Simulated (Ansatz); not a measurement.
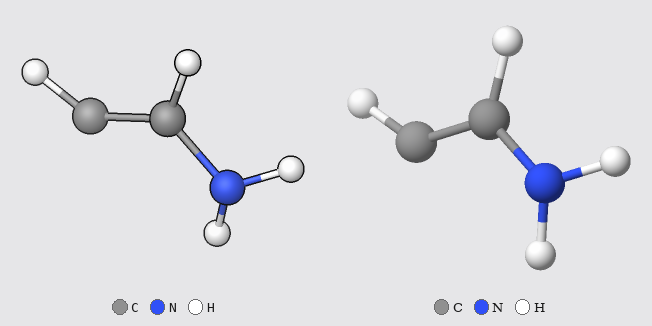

The same structure drawn twice, from different directions.

State: neutral, doublet. The computed structure is the end point of a PBE0-D4/def2-TZVP optimisation. No frequency run is at hand to confirm it as a minimum.

Identify the structure.

The molecule is C2H4N. This geometry has C1 symmetry. It is an open-shell species. Coordination, clear cases only: 1 C bent; 1 C trigonal planar.

More results for the same structure follow; atom numbers are the same in all pictures, views and colours differ.

**Dipole moment**

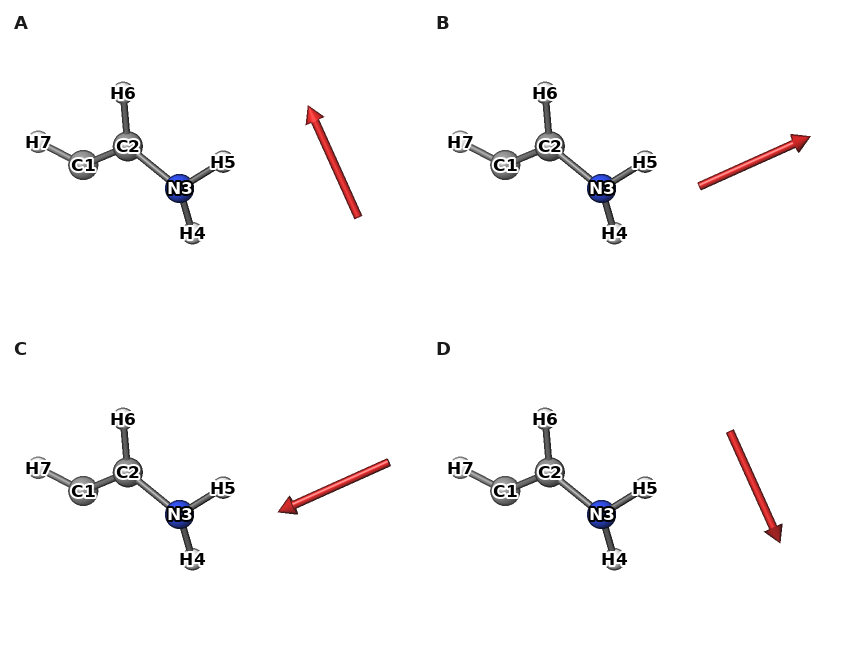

The same molecule four times, each with an arrow. No frequency run is at hand to confirm it as a minimum. Properties computed with UKS PBE0-D4/def2-TZVP (Ansatz 0.2.0).

Question: Which arrow points along the dipole moment, from the negative to the positive end?

Answer: B. The dipole moment is 1.58 D; it points from the side of H7 to the side of H5 (the outermost atoms at the two ends).

**Charges**

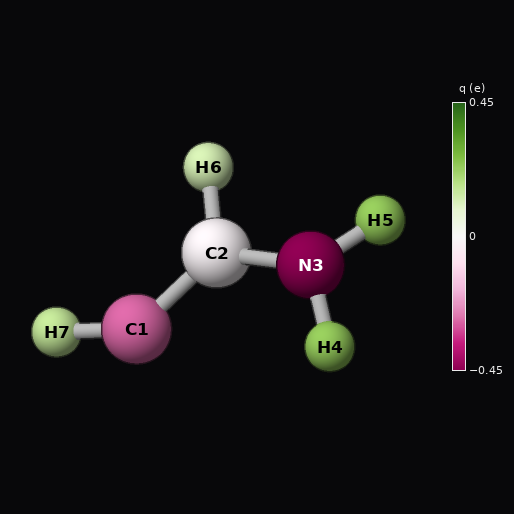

Atoms are coloured by their Mulliken charges. No frequency run is at hand to confirm it as a minimum. Method: UKS PBE0-D4/def2-TZVP (Ansatz 0.2.0).

Question: Which atom carries the highest charge (most positive or least negative)?

Answer: H4, H5 (0.24 e).

Question: And the lowest?

Answer: N3 (−0.45 e).

List the Mulliken charges.

```tsv
atom	value (e)
C1	−0.28
C2	−0.02
N3	−0.45
H4	0.24
H5	0.24
H6	0.12
H7	0.16
```

**Electronic properties**

No frequency run is at hand to confirm it as a minimum. Properties computed with UKS PBE0-D4/def2-TZVPP (Ansatz 0.2.0).

Predict the main results.

- HOMO energy (Kohn–Sham orbital): −6.06 eV
- ⟨S²⟩ of the determinant: 0.764
- dispersion correction: −6.4 kJ/mol

Mulliken values depend strongly on the basis set and can even reverse the polarity of a bond.
